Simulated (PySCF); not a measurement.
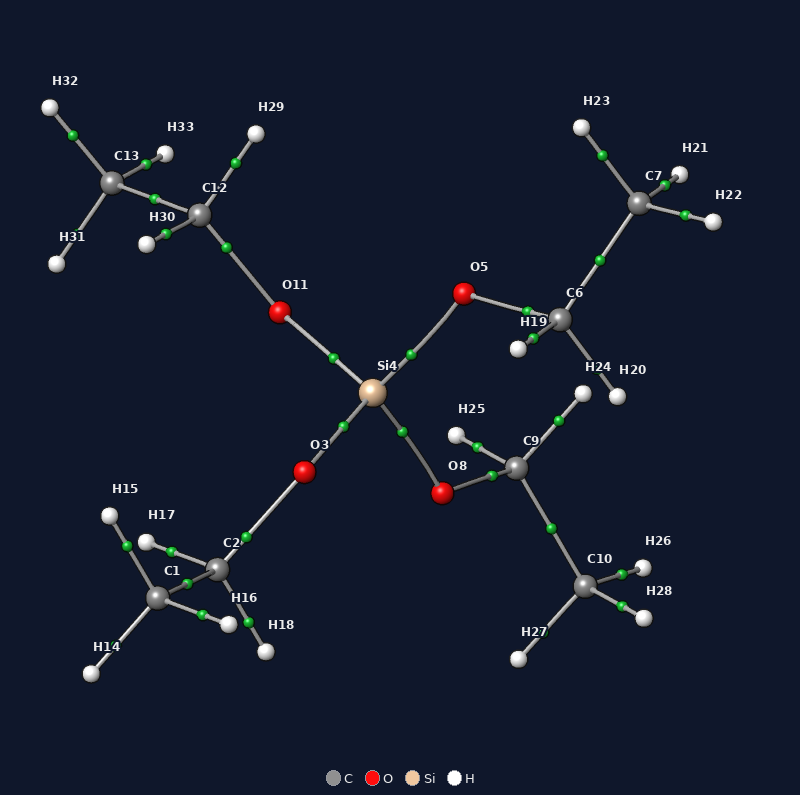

C8H20O4Si, SMILES `CCO[Si](OCC)(OCC)OCC`. Molecular graph of the electron density (QTAIM): bond paths, bond critical points (green), ring points (magenta, if any); weak paths are dashed.

Computed with PySCF, M06-2X/6-31G*, geometry: GFN2-xTB. No frequency check shows the geometry to be a minimum.

Question: How many critical points of each kind are there, and does the count close?

Answer: 33 nuclei, 32 bond, 0 ring and 0 cage critical points: 33 − 32 + 0 − 0 = 1, as the Poincaré–Hopf relation requires.

Question: Give the properties at the bond critical points.

Answer:
| bond | length (Å) | ρ (a.u.) | ∇²ρ (a.u.) | ε | H (a.u.) |
| --- | --- | --- | --- | --- | --- |
| C6–H19 | 1.095 | 0.278 | −0.96 | 0.04 | −0.276 |
| C12–H29 | 1.095 | 0.278 | −0.96 | 0.04 | −0.276 |
| C2–H18 | 1.095 | 0.278 | −0.96 | 0.04 | −0.276 |
| C9–H25 | 1.095 | 0.278 | −0.96 | 0.04 | −0.276 |
| C9–H24 | 1.096 | 0.277 | −0.95 | 0.04 | −0.273 |
| C12–H30 | 1.096 | 0.277 | −0.95 | 0.04 | −0.273 |
| C2–H17 | 1.096 | 0.277 | −0.95 | 0.04 | −0.273 |
| C6–H20 | 1.096 | 0.277 | −0.95 | 0.04 | −0.273 |
| C13–H33 | 1.086 | 0.273 | −0.92 | 0.00 | −0.270 |
| C10–H27 | 1.086 | 0.273 | −0.92 | 0.00 | −0.270 |
| C7–H23 | 1.087 | 0.273 | −0.92 | 0.00 | −0.270 |
| C1–H16 | 1.087 | 0.273 | −0.92 | 0.00 | −0.270 |
| C13–H31 | 1.087 | 0.273 | −0.92 | 0.00 | −0.270 |
| C1–H15 | 1.087 | 0.273 | −0.92 | 0.00 | −0.270 |
| C7–H21 | 1.087 | 0.273 | −0.92 | 0.00 | −0.270 |
| C10–H28 | 1.087 | 0.273 | −0.92 | 0.00 | −0.270 |
| C7–H22 | 1.087 | 0.272 | −0.91 | 0.01 | −0.268 |
| C1–H14 | 1.087 | 0.272 | −0.91 | 0.01 | −0.268 |
| C10–H26 | 1.087 | 0.272 | −0.91 | 0.01 | −0.268 |
| C13–H32 | 1.087 | 0.272 | −0.91 | 0.01 | −0.268 |
| C12–C13 | 1.521 | 0.252 | −0.60 | 0.04 | −0.205 |
| C6–C7 | 1.521 | 0.252 | −0.60 | 0.04 | −0.205 |
| C1–C2 | 1.521 | 0.252 | −0.60 | 0.04 | −0.205 |
| C9–C10 | 1.521 | 0.252 | −0.60 | 0.04 | −0.205 |
| O5–C6 | 1.410 | 0.248 | −0.25 | 0.02 | −0.358 |
| O8–C9 | 1.410 | 0.248 | −0.25 | 0.02 | −0.358 |
| C2–O3 | 1.410 | 0.248 | −0.25 | 0.02 | −0.358 |
| O11–C12 | 1.411 | 0.248 | −0.26 | 0.02 | −0.358 |
| Si4–O11 | 1.623 | 0.136 | +1.09 | 0.08 | −0.026 |
| Si4–O8 (2 alike) | 1.623 | 0.136 | +1.09 | 0.08 | −0.026 |
(1 weaker kinds are left out.)

Question: What kind of interaction is O8–C9?

Answer: Shared-shell (covalent): ρ = 0.248, ∇²ρ = −0.25, H = −0.358 a.u.

Cost of the run: 58 s on 1 thread of AMD EPYC 9R45 96-Core Processor (Zen 5) (shared host), peak memory 1.1 GiB.
